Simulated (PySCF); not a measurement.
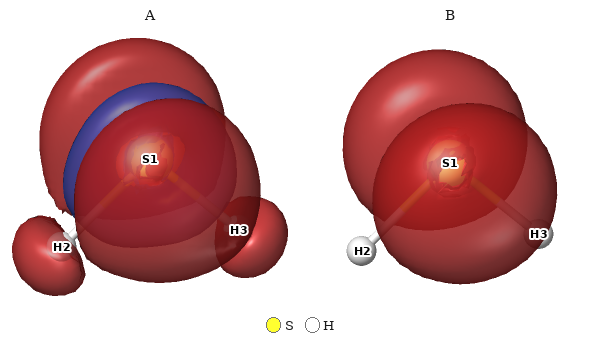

*H$_{2}$S, SMILES `S`. The Fukui function f⁻ from two separate SCF calculations and the density of the HOMO, at ±0.04 e/Å³ (red positive, blue negative).*

Method: TPSS/aug-cc-pVDZ; geometry: GFN2-xTB; program: PySCF. No frequency check shows the geometry to be a minimum. GFN2-xTB bond lengths at metals and heavier atoms can be off by up to 0.1 Å and shapes distorted, which carries into these values.

Input

```python
import numpy as np
from pyscf import gto, scf, dft
from pyscf.scf import atom_ks, atom_hf
from scipy.linalg import block_diag

def solve(mol, dm0=None, hcore=None):
    mf = (dft.UKS if mol.spin else dft.RKS)(mol, xc='tpss')
    mf.grids.level = 3
    mf = mf.density_fit(auxbasis='def2-universal-jkfit')
    mf.conv_tol, mf.max_cycle = 1e-8, 80
    if hcore is not None:
        mf.get_hcore = lambda *args: hcore
    mf.kernel(dm0)
    if not mf.converged:
        mf = mf.newton().run(mf.mo_coeff, mf.mo_occ, max_cycle=30)
    assert mf.converged, 'SCF not converged'
    return mf

mol = gto.M(atom='''
S      0.00000    -0.10207     0.00000
H      0.95743     0.81655     0.00000
H     -0.95740     0.81657     0.00000
''', basis='aug-cc-pvdz', charge=0, spin=0, verbose=4)
mf = solve(mol)
out = dict(e0=mf.e_tot, dm0=mf.make_rdm1(), c=mf.mo_coeff, occ=mf.mo_occ, eps=mf.mo_energy)
for name, dq, spin in [('cation', 1, 1), ('anion', -1, 1)]:
    ion = mol.copy().set(charge=mol.charge + dq, spin=spin).build()
    mi = solve(ion)
    if spin and dq > 0 and mol.nao < 130:
        c, _, stable, _ = mi.stability(return_status=True)
        if not stable:
            mi = solve(ion, mi.make_rdm1(c, mi.mo_occ))
    print(name, 'vertical energy change / eV', (mi.e_tot - mf.e_tot) * 27.211386)
    out.update({'e_' + name: mi.e_tot, 'dm_' + name: mi.make_rdm1(), 's2_' + name: mi.spin_square()[0], 'eps_' + name: mi.mo_energy, 'occ_' + name: mi.mo_occ})
# spherically averaged free atoms, for the promolecule
atm = atom_ks.get_atm_nrks(mol, xc='tpss')
pro = block_diag(*[(atm[a[0]][2] * atm[a[0]][3]) @ atm[a[0]][2].T for a in mol._atom])
np.savez('result.npz', pro=pro, **out)
```

Command:

```sh
OMP_NUM_THREADS=1 python input.py
```

The run took 22 s on 1 thread of Intel(R) Xeon(R) 6975P-C (Granite Rapids), with other jobs on the host, peak memory 0.25 GiB.

Partitions, critical points and surface values were worked out afterwards from this run's density.

Question: Which panel is which, and how good is the frozen-orbital picture?

Answer: A is f⁻ (it has negative regions), B the HOMO density. The HOMO lies on S1 (90 %) and H2 and H3 (5 % each); f⁻ (Hirshfeld-condensed) is largest on S1 (0.76); the vertical ionisation energy is 10.38 eV. Relaxation shifts 14 % of the electron between atoms. The orbital energy is −6.37 eV.
